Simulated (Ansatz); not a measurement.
bcc Cs was calculated with BLYP in Ansatz (PAW).

Settings: plane-wave cutoff 520 eV, 14×14×14 k mesh, Fermi–Dirac smearing 0.05 eV, scalar-relativistic PAW data made under PBE.

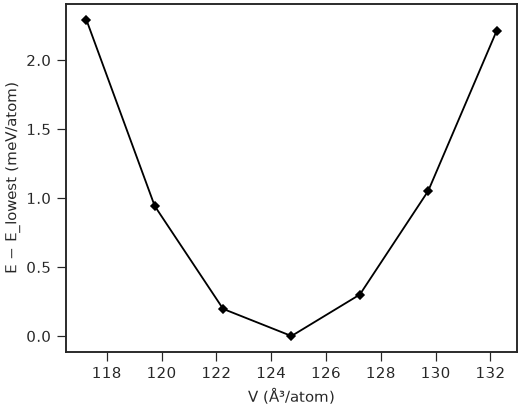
Figure: Total energy against volume

Question: From the curve, estimate the equilibrium volume and the bulk modulus.

Answer: V0 ≈ 124.4 Å³/atom and B0 ≈ 1.6 GPa; the fit gives V0 = 124.439 Å³/atom, B0 = 1.61 GPa, B′ = 3.9.

Measured, for comparison: bulk modulus 2.11 GPa (corrected for temperature and zero-point phonon effects, our sources range from 2.11 to 2.35; as tabulated in Levämäki et al. (2014), arXiv:1402.3671); equilibrium volume per atom 110.12 Å³/atom (low-temperature or extrapolated to 0 K; zero-point anharmonic expansion removed; as tabulated in Csonka et al. (2009), arXiv:0903.4037). Computed (rounded) less measured: bulk modulus -24 % (-24 % to -31 % over the range), equilibrium volume per atom +13.0 %.

Spin–orbit coupling is not included.

Static lattice: no zero-point or thermal effects.

Ansatz is a first-principles code.
